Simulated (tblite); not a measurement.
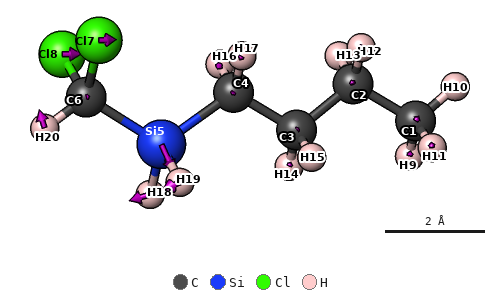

This is a relaxation of C5H12Cl2Si. The starting structure is drawn; purple arrows show the displacements, 5 times their true length. The two geometries are superimposed by the best rigid fit.

The picture is a ball-and-stick view, seen at a tilt.

All numbers below come from tblite 0.8.0, GFN2-xTB geometry optimisation, gas phase. 

### What did the optimiser do to the structure, and how much energy did it gain?

The energy falls by 0.196 eV in 52 geometry steps. The atom that moves furthest after the best rigid fit is Si5 (0.13 Å). By element the largest moves are Si 0.13 Å, H 0.10 Å, Cl 0.09 Å, C 0.03 Å. Among the contacts that change: Si5–C6 1.835 → 1.928 Å, Si5–H18 1.494 → 1.465 Å, C2–H13 1.115 → 1.092 Å, C1–H10 1.108 → 1.087 Å. Among the angles between lasting bonds that change: H18–Si5–H19 105.2° → 111.6°, C4–Si5–C6 113.9° → 107.7°, C4–Si5–H19 107.7° → 112.9°.
